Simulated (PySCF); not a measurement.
**C4H7NO2Si (SMILES CO[C@]([SiH3])(C#N)C=O): density, localisation and related maps**

The calculation's input:

```
{"job": {"kind": "nmr", "xc": "PBE0", "basis": "pcSseg-1"}, "charge": 0, "multiplicity": 1}
C      1.879704    -0.928017    -0.063575
O      0.475324    -0.966720     0.082562
C     -0.188973     0.280188    -0.036455
Si    -2.019284    -0.400218    -0.179875
C      0.123962     1.004653    -1.233147
N      0.392321     1.560616    -2.197013
C     -0.107703     1.122643     1.185098
O     -0.504794     2.251464     1.288757
H      2.338103    -0.258093     0.671573
H      2.166927    -0.602937    -1.068652
H      2.225561    -1.946262     0.103619
H     -2.927797     0.740668    -0.198683
H     -2.005316    -1.165370    -1.420368
H     -2.162951    -1.248762     0.997222
H      0.310504     0.564137     2.047025
```

Launched as:

```sh
OMP_NUM_THREADS=1 python probes_run.py task.json out
```

Geometry: GFN2-xTB.

Method: PBE0/pcSseg-1, SCF density, gas phase, non-relativistic in PySCF.

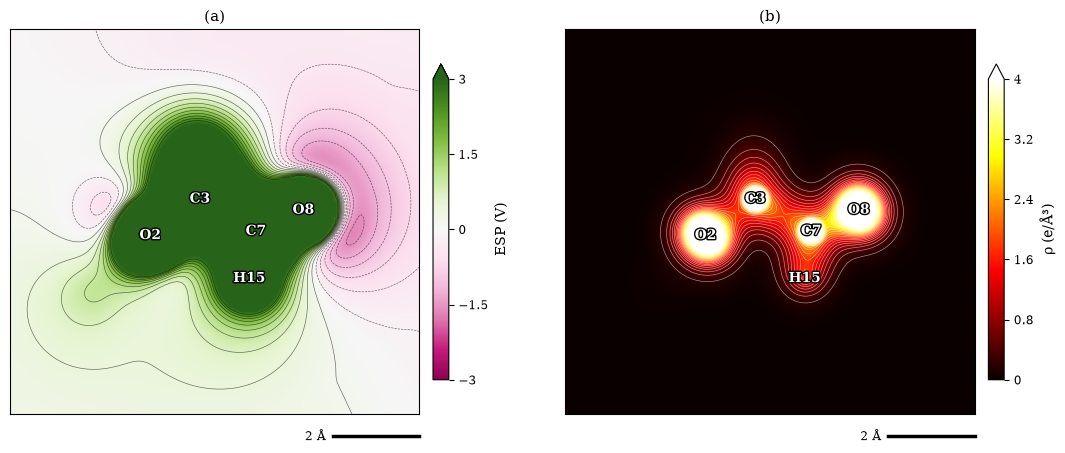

Figure 1. (a) molecular electrostatic potential; (b) total electron density on the plane of atoms O2, C3 and C7.

Interpret the plot.

Answer.
- Atoms in the plane: O, C and H.
- C–O (1.20 Å): ρ at the midpoint is about 3.3 e/Å³.
- C–H (1.11 Å): ρ at the midpoint is about 2 e/Å³.
- C–C (1.49 Å): ρ is about 1.8 e/Å³ halfway.
- Outside the dense part of the molecule the potential is most negative (−1.6 V) near O8.

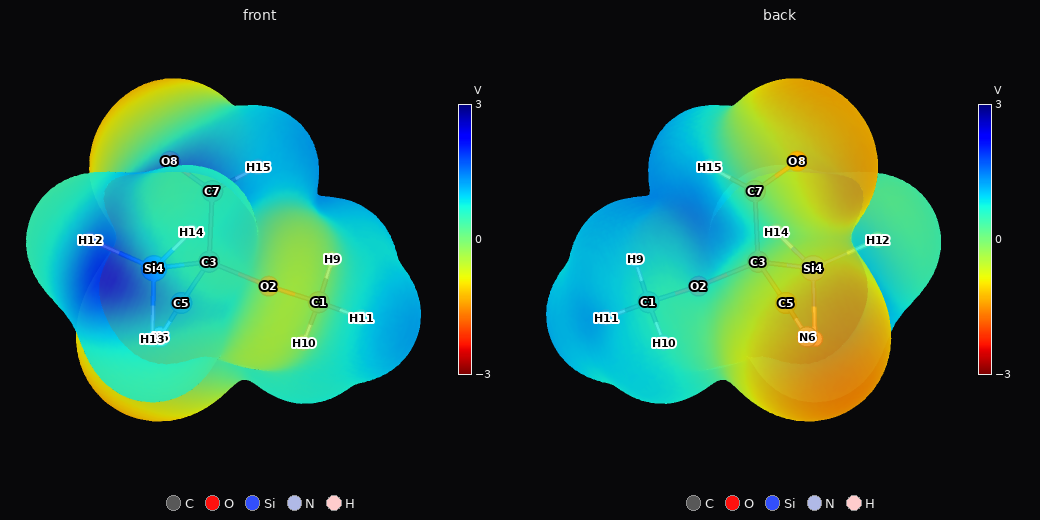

Figure 2. The electrostatic potential painted on the density surface at 0.002 e/bohr³, seen from the front and from behind; red is negative and blue positive.

Describe the electrostatic potential map.

Answer. The most negative region (about −1.7 V) lies over N6, the most positive (about +2.0 V) over Si4. N6 is the likeliest acceptor of a hydrogen bond.

How polar is the molecule by this calculation?

Answer. Its dipole moment is 4.18 D.
